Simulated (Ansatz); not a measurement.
# What a tighter setting buys: basis.ecutwfc, KRb2VF6 (Fm-3m, 10 atoms in the cell)

Cell: a = 6.2604 Å, b = 6.2604 Å, c = 6.2604 Å, α = 60.00°, β = 60.00°, γ = 60.00°.

Method: PBEsol, default PAW files made with PBE (plane waves; Ansatz, a program for electronic structure).

Base settings: basis.ecutwfc = 30.9 Ry; kpoints.mp_grid.grid = 3 3 3; hamiltonian.xc = pbesol; hamiltonian.pseudopotentials = {kind: paw} (the program's default PAW files); magnetization.spin_polarized = true; scf.occupations.method = fermi_dirac; scf.occupations.width = 0.0073 Ry.

Misses are taken against the tightest run, 61.7 Ry, which need not be fully converged itself. The energy is the free energy per atom.

The count of work is k-points × plane waves × bands × iterations; it is no time, and leaves out set-up, grids and terms that scale otherwise. 

Ansatz's pressure holds its estimate of the finite-basis (Pulay) stress, which hides part of the cutoff error; the uncorrected pressure shows it.

The starting cell comes from a database of computed structures (which also holds hypothetical and non-ambient phases and stackings), without a prior relaxation at this level. With one magnetic atom in the cell only a parallel order is possible. Ansatz's pressure includes its estimate of the finite-basis (Pulay) stress. Without a gap this mesh is coarse (it stands for a supercell whose shortest vector is 19 Å).

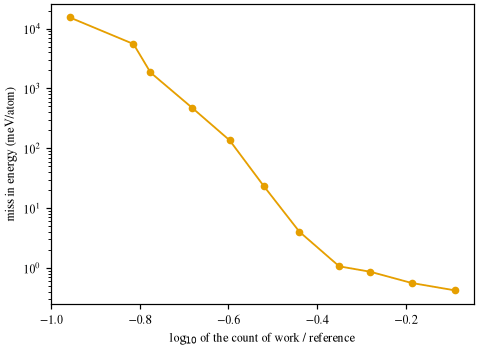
Fig. 1. Miss against the count of work; the reference run is not drawn, and misses under 0.1 meV/atom are drawn there.

| basis.ecutwfc | energy less reference (meV/atom) | pressure less reference (GPa) | largest difference in the force on any atom (eV/Å) | uncorrected pressure less reference (GPa) | count of work / reference |
|---|---|---|---|---|---|
| 12.5 Ry | 15374.68 | 8.03 | 3.900 | -384.41 | 0.11 |
| 15.4 Ry | 5535.67 | 0.97 | 0.655 | -186.81 | 0.15 |
| 18.4 Ry | 1850.12 | -1.42 | 0.418 | -81.60 | 0.17 |
| 21.7 Ry | 480.58 | -0.71 | 0.208 | -28.06 | 0.21 |
| 24.6 Ry | 136.17 | -0.11 | 0.023 | -9.99 | 0.25 |
| 27.9 Ry | 23.44 | 0.00 | 0.002 | -2.26 | 0.30 |
| 30.9 Ry | 4.04 | 0.01 | 0.002 | -0.41 | 0.36 |
| 35.6 Ry | 1.07 | 0.01 | 0.002 | 0.02 | 0.45 |
| 40.1 Ry | 0.86 | 0.01 | 0.001 | 0.01 | 0.53 |
| 46.3 Ry | 0.56 | 0.00 | 0.000 | 0.02 | 0.65 |
| 54 Ry | 0.42 | 0.00 | 0.000 | 0.01 | 0.81 |
| 61.7 Ry | 0.00 | 0.00 | 0.000 | 0.00 | 1.0 |

Coarsest setting among those run that, with all tighter ones, holds the energy within 20 meV/atom of the reference: 30.9 Ry, off by 4.0 meV/atom; it needs 0.36 of the reference's count of work.

Coarsest setting among those run that, with all tighter ones, holds the energy within 2 meV/atom of the reference: 35.6 Ry, off by 1.1 meV/atom; it needs 0.45 of the reference's count of work.

The step from 24.6 Ry to 54 Ry: it takes the miss in the energy from 140 to 0.42 meV/atom, for 3.2 times the count of work.

Keys are those of Ansatz 0.2.
